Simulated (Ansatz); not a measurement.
**Convergence study of the k-point mesh at a smearing width of 0.02 eV for Sn (Immm, 1 atom in the cell)**

```xyz
1
Lattice="-1.6963 1.9605 2.1142 1.6963 -1.9605 2.1142 1.6963 1.9605 -2.1142" Properties=species:S:1:pos:R:3 pbc="T T T"
Sn     0.0000     0.0000     0.0000
```

Method: PBEsol, default PAW files made with PBE (plane waves; Ansatz, an electronic-structure program).

Base settings: basis.ecutwfc = 420 eV; kpoints.mp_grid.grid = 13 13 13; hamiltonian.xc = pbesol; hamiltonian.pseudopotentials = {kind: paw} (the program's default PAW files); scf.occupations.method = fermi_dirac; scf.occupations.width = 0.1 eV.

In this ladder: scf.occupations.width = 0.02 eV.

Only quantities that move along the ladder and can be compared are tabulated.

The count of work is k-points × plane waves × bands × iterations; it is no time. 

The starting cell comes from a database of computed structures (which also holds hypothetical and non-ambient phases and stackings), without a prior relaxation at this level. Its lattice was rescaled by up to half a per cent. Ansatz's pressure includes its estimate of the finite-basis (Pulay) stress.

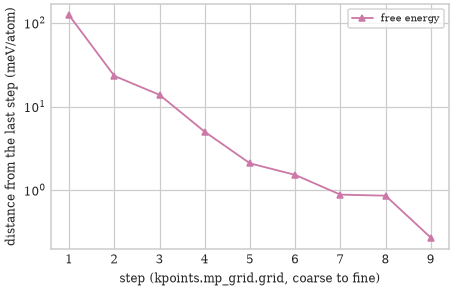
Distance from the last step along the ladder; very small values are drawn at a floor.

```tsv
kpoints.mp_grid.grid	free energy less the last step's (meV/atom)	pressure (GPa)	count of work / last
5 5 5	123.79	-2.06	0.0072
7 7 7	-23.30	-2.41	0.017
8 8 8	-13.82	-3.17	0.030
10 10 10	5.00	-3.20	0.053
12 12 12	2.10	-2.83	0.075
14 14 14	-1.52	-3.01	0.11
17 17 17	0.88	-3.04	0.20
20 20 20	-0.86	-3.06	0.31
25 25 25	-0.27	-3.03	0.59
30 30 30	0.00	-3.01	1.0
```

Coarsest kpoints.mp_grid.grid that holds the pressure within 0.1 GPa of the last step, with all finer ones: 14 14 14, at 0.11 of the last step's count of work; the step before is off by 0.18 GPa.

Coarsest kpoints.mp_grid.grid that holds the free energy within 1 meV/atom of the last step, with all finer ones: 17 17 17, at 0.20 of the last step's count of work; the step before is off by 1.5 meV/atom.

Keys are those of Ansatz 0.2.
